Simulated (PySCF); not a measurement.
**SiH3O (SMILES O[SiH2]) at UCISD/STO-3G**

What is the energy change on altering one bond length of SiH3O at UCISD/STO-3G? 

The results are computed with PySCF 2.14.0.

10 further runs of the same task are left out: 10 set aside as unsound or not needed.

**1. The structure to begin with**

SiH3O has 5 atoms, charge 0, and is taken as a doublet. SMILES: `O[SiH2]`. The coordinates come from a GFN2-xTB relaxation. This is one conformer, not always the lowest.

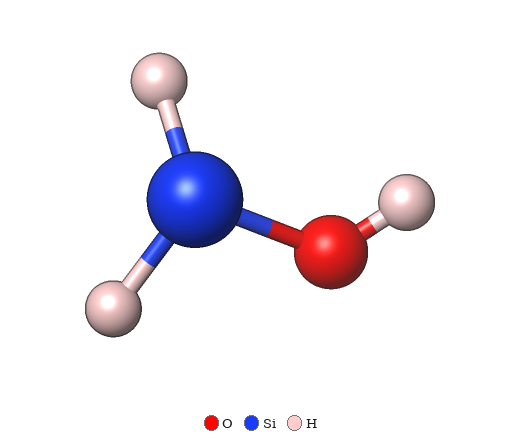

The structure, seen from a chosen angle (oxygen red, silicon blue, hydrogen pink).

**2. The energy at UCISD/STO-3G**

The input, calc.py:

```python
from pyscf import gto, scf, ci

system = gto.Mole()
system.atom = '''
O    0.557310  -0.433760   0.798460
Si   0.001930   0.341950  -0.533940
H    0.725690  -1.370660   0.814800
H   -1.244820  -0.253580  -1.000760
H   -0.040110   1.716040  -0.078560
'''
system.max_memory = 1860
system.spin = 1
system.verbose = 4
system.basis = 'sto-3g'
system.build()

mf = scf.UHF(system)
mf.conv_tol = 1e-10
mf.kernel()
if not mf.converged:
    mf = mf.newton().run(mf.mo_coeff, mf.mo_occ)

cisd = ci.CISD(mf, frozen=6)
cisd.kernel()
e_final = cisd.e_tot
print(f'total energy: {e_final:.8f} hartree')
```

Command:

```
OMP_NUM_THREADS=1 python calc.py
```

Log:

```text
PySCF version 2.14.0

[INPUT] num. atoms = 5
[INPUT] num. electrons = 25
[INPUT] charge = 0
[INPUT] spin (= nelec alpha-beta = 2S) = 1
[INPUT] symmetry False subgroup None
[INPUT] Mole.unit = angstrom
[INPUT] Symbol           X                Y                Z      unit          X                Y                Z       unit  Magmom
[INPUT]  1 O      0.557310000000  -0.433760000000   0.798460000000 AA    1.053163266481  -0.819687603791   1.508870721420 Bohr   0.0
[INPUT]  2 Si     0.001930000000   0.341950000000  -0.533940000000 AA    0.003647171420   0.646191848295  -1.009000366950 Bohr   0.0
[INPUT]  3 H      0.725690000000  -1.370660000000   0.814800000000 AA    1.371355351336  -2.590172009896   1.539748846296 Bohr   0.0
[INPUT]  4 H     -1.244820000000  -0.253580000000  -1.000760000000 AA   -2.352368874381  -0.479196750667  -1.891162316420 Bohr   0.0
[INPUT]  5 H     -0.040110000000   1.716040000000  -0.078560000000 AA   -0.075796914856   3.242845618799  -0.148456884346 Bohr   0.0

nuclear repulsion = 58.0136675160382
number of shells = 11
number of NR pGTOs = 51
number of NR cGTOs = 17
basis = sto-3g
ecp = {}

******** <class 'pyscf.scf.uhf.UHF'> ********
method = UHF
initial guess = minao
damping factor = 0
level_shift factor = 0
DIIS = <class 'pyscf.scf.diis.CDIIS'>
diis_start_cycle = 1
diis_space = 8
diis_damp = 0
SCF conv_tol = 1e-10
SCF conv_tol_grad = None
SCF max_cycles = 50
direct_scf = True
direct_scf_tol = 1e-13
number electrons alpha = 13  beta = 12
Set gradient conv threshold to 1e-05
init E= -360.915775404418
[... the frontier-level lines of each cycle are left out ...]

cycle= 1 E= -361.060532430783  delta_E= -0.145  |g|= 0.283  |ddm|= 1.85
cycle= 2 E= -361.119497879437  delta_E= -0.059  |g|= 0.0788  |ddm|= 0.518
cycle= 3 E= -361.124660560515  delta_E= -0.00516  |g|= 0.0191  |ddm|= 0.133
cycle= 4 E= -361.125341459829  delta_E= -0.000681  |g|= 0.00589  |ddm|= 0.0636
cycle= 5 E= -361.125431496134  delta_E= -9e-05  |g|= 0.00266  |ddm|= 0.0225
cycle= 6 E= -361.125451712378  delta_E= -2.02e-05  |g|= 0.000767  |ddm|= 0.0133
cycle= 7 E= -361.125453177176  delta_E= -1.46e-06  |g|= 0.000206  |ddm|= 0.00347
cycle= 8 E= -361.125453292833  delta_E= -1.16e-07  |g|= 4.52e-05  |ddm|= 0.00106
cycle= 9 E= -361.125453298021  delta_E= -5.19e-09  |g|= 1.47e-05  |ddm|= 0.000219
cycle= 10 E= -361.12545329857  delta_E= -5.5e-10  |g|= 5.6e-06  |ddm|= 6.04e-05
cycle= 11 E= -361.125453298655  delta_E= -8.42e-11  |g|= 1.95e-06  |ddm|= 2.61e-05
Extra cycle  E= -361.125453298661  delta_E= -6.37e-12  |g|= 1.23e-06  |ddm|= 4.26e-06
converged SCF energy = -361.125453298661  <S^2> = 0.75164234  2S+1 = 2.0016417

******** <class 'pyscf.ci.ucisd.UCISD'> ********
CISD nocc = (np.int64(7), np.int64(6)), nmo = (11, 11)
frozen orbitals 6
max_cycle = 50
direct = 0
conv_tol = 1e-09
max_cycle = 50
max_space = 12
lindep = 0
nroots = 1
Init t2, MP2 energy = -0.0643823063741158
UCISD converged
E(UCISD) = -361.2099935857633  E_corr = -0.08454028710225697
total energy: -361.20999359 hartree
```

Run time: 0.52 s. Hardware: 1 thread of Arm Neoverse V2, shared host; peak memory 0.1 GiB.

**3. The distorted shape**

The input, job.py:

```python
from pyscf import gto, ci

mol = gto.Mole()
mol.atom = [
    ('O', (0.632981, -2.907085, -0.021212)),
    ('Si', (0.077601, -2.131375, -1.353612)),
    ('H', (0.801361, -3.843985, -0.004872)),
    ('H', (-1.169149, -2.726905, -1.820432)),
    ('H', (-0.040110, 1.716040, -0.078560)),
]
mol.spin = 1
mol.basis = 'sto-3g'
mol.verbose = 4
mol.max_memory = 1860
mol.charge = 0
mol.build()

hf = mol.UHF()
hf.conv_tol = 1e-10
hf.kernel()
if not hf.converged:
    hf = hf.newton().run(hf.mo_coeff, hf.mo_occ)

cisd = ci.CISD(hf, frozen=6)
cisd.kernel()
energy = cisd.e_tot
print('E(%s) = %.9f' % ('CISD', energy))
```

Command:

```
OMP_NUM_THREADS=1 python job.py
```

Log:

```text
PySCF version 2.14.0

[INPUT] num. atoms = 5
[INPUT] num. electrons = 25
[INPUT] charge = 0
[INPUT] spin (= nelec alpha-beta = 2S) = 1
[INPUT] symmetry False subgroup None
[INPUT] Mole.unit = angstrom
[INPUT] Symbol           X                Y                Z      unit          X                Y                Z       unit  Magmom
[INPUT]  1 O      0.632981000000  -2.907085000000  -0.021212000000 AA    1.196160732053  -5.493594470831  -0.040084870554 Bohr   0.0
[INPUT]  2 Si     0.077601000000  -2.131375000000  -1.353612000000 AA    0.146644636992  -4.027715018745  -2.557955958925 Bohr   0.0
[INPUT]  3 H      0.801361000000  -3.843985000000  -0.004872000000 AA    1.514352816908  -7.264078876936  -0.009206745679 Bohr   0.0
[INPUT]  4 H     -1.169149000000  -2.726905000000  -1.820432000000 AA   -2.209371408809  -5.153103617707  -3.440117908394 Bohr   0.0
[INPUT]  5 H     -0.040110000000   1.716040000000  -0.078560000000 AA   -0.075796914856   3.242845618799  -0.148456884346 Bohr   0.0

nuclear repulsion = 53.6942775490273
number of shells = 11
number of NR pGTOs = 51
number of NR cGTOs = 17
basis = sto-3g
ecp = {}

******** <class 'pyscf.scf.uhf.UHF'> ********
method = UHF
initial guess = minao
damping factor = 0
level_shift factor = 0
DIIS = <class 'pyscf.scf.diis.CDIIS'>
diis_start_cycle = 1
diis_space = 8
diis_damp = 0
SCF conv_tol = 1e-10
SCF conv_tol_grad = None
SCF max_cycles = 50
direct_scf = True
direct_scf_tol = 1e-13
number electrons alpha = 13  beta = 12
Set gradient conv threshold to 1e-05
init E= -360.58899983362
[... the frontier-level lines of each cycle are left out ...]

cycle= 1 E= -360.899846155035  delta_E= -0.311  |g|= 0.305  |ddm|= 1.86
cycle= 2 E= -360.983552064734  delta_E= -0.0837  |g|= 0.11  |ddm|= 0.664
cycle= 3 E= -360.993524849593  delta_E= -0.00997  |g|= 0.0206  |ddm|= 0.182
cycle= 4 E= -360.99427351002  delta_E= -0.000749  |g|= 0.0027  |ddm|= 0.0705
cycle= 5 E= -360.994289330113  delta_E= -1.58e-05  |g|= 0.000924  |ddm|= 0.00917
cycle= 6 E= -360.994291522829  delta_E= -2.19e-06  |g|= 0.000239  |ddm|= 0.00378
cycle= 7 E= -360.994291720002  delta_E= -1.97e-07  |g|= 0.000148  |ddm|= 0.00107
cycle= 8 E= -360.99429185003  delta_E= -1.3e-07  |g|= 0.000143  |ddm|= 0.000862
cycle= 9 E= -360.99429191407  delta_E= -6.4e-08  |g|= 0.000144  |ddm|= 0.000421
cycle= 10 E= -360.994291345639  delta_E= 5.68e-07  |g|= 0.000125  |ddm|= 0.00405
cycle= 11 E= -360.994290173277  delta_E= 1.17e-06  |g|= 4.54e-05  |ddm|= 0.0144
cycle= 12 E= -360.994290073161  delta_E= 1e-07  |g|= 1.35e-05  |ddm|= 0.00487
cycle= 13 E= -360.994290071058  delta_E= 2.1e-09  |g|= 3.39e-06  |ddm|= 0.000843
cycle= 14 E= -360.994290071079  delta_E= -2.1e-11  |g|= 1.21e-06  |ddm|= 4.79e-05
Extra cycle  E= -360.994290071082  delta_E= -2.84e-12  |g|= 7.59e-07  |ddm|= 3.09e-06
converged SCF energy = -360.994290071082  <S^2> = 0.75003467  2S+1 = 2.0000347

******** <class 'pyscf.ci.ucisd.UCISD'> ********
CISD nocc = (np.int64(7), np.int64(6)), nmo = (11, 11)
frozen orbitals 6
max_cycle = 50
direct = 0
conv_tol = 1e-09
max_cycle = 50
max_space = 12
lindep = 0
nroots = 1
Init t2, MP2 energy = -0.0677987084996332
UCISD converged
E(UCISD) = -361.0807486581735  E_corr = -0.08645858709192886
E(CISD) = -361.080748658
```

It took 0.66 s on 1 thread of Arm Neoverse V2, shared host; peak memory 0.12 GiB.

**4. Results**

Level: UCISD/STO-3G, 6 core orbitals frozen.

```
                                                                   quantity          value
                                                  first shape: total energy  -361.20999 Eh
                          first shape: dipole moment (Hartree–Fock density)         1.66 D
    first shape: HOMO energy (Hartree–Fock orbitals) (highest over α and β)       -5.69 eV
     first shape: LUMO energy (Hartree–Fock orbitals) (lowest over α and β)        6.71 eV
                   first shape: correlation energy (6 core orbitals frozen)      -84.5 mEh
                             first shape: ⟨S²⟩ of the reference determinant          0.752
                                              distorted shape: total energy  -361.08075 Eh
                      distorted shape: dipole moment (Hartree–Fock density)         1.54 D
distorted shape: HOMO energy (Hartree–Fock orbitals) (highest over α and β)       -5.39 eV
 distorted shape: LUMO energy (Hartree–Fock orbitals) (lowest over α and β)        6.62 eV
               distorted shape: correlation energy (6 core orbitals frozen)      -86.5 mEh
                         distorted shape: ⟨S²⟩ of the reference determinant          0.750
         energy change with the Si2–H5 bond stretched from 1.448 to 4.055 Å       3.517 eV
```

What this shows: With the Si2–H5 bond stretched from 1.448 to 4.055 Å the energy rises by 3.52 eV (339 kJ/mol). The first shape isn't relaxed at this level, so the change isn't measured from a minimum. The minimal basis adds a large error of its own. Mulliken charges (first shape) of the mean-field density run from -0.50 on O1 to +0.67 on Si2. Mulliken charges (distorted shape) of the mean-field density run from -0.51 on O1 to +0.58 on Si2; they depend strongly on the basis.
